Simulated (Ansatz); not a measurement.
**What Ge → Mo does to GeS**

Base system: GeS in the GeS type structure (space group Pnma, No. 62; a = 10.661 Å, b = 3.681 Å, c = 4.356 Å; layered, stacked along the Cartesian x axis).

Modification: full substitution Ge → Mo, then cell and atoms are relaxed.

The values are results of PBE-D3(BJ) (Ansatz, a first-principles code, PAW, no spin-orbit coupling), not measurements. Γ-centred 5×15×12 mesh, Fermi–Dirac width 0.05 eV, for the changed cell.

| quantity | base | changed | shift |
|---|---|---|---|
| volume per atom | 21.37 Å³ | 14.37 Å³ | -6.994 Å³ |
| space group | Pnma (No. 62) | Pnma (No. 62) | – |
| band gap | 1.24 eV | zero | – |

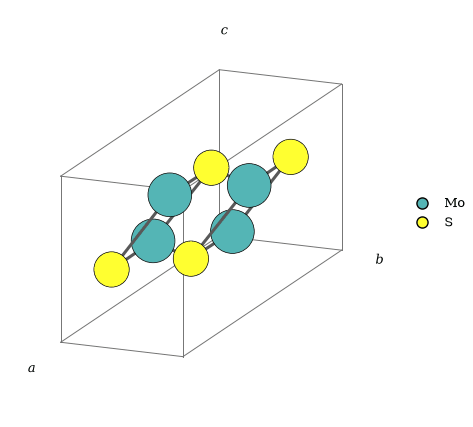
*The relaxed conventional cell after the change*

No phonon test of stability was made. As relaxed here, MoS is a hypothetical phase, not in the database extracts checked. All final runs are without spin polarisation. MoS has a high density of states at the Fermi level and may be magnetic at this level. The program warned that a D3 coordination switch lies within reach, so dispersion energies are less smooth here.
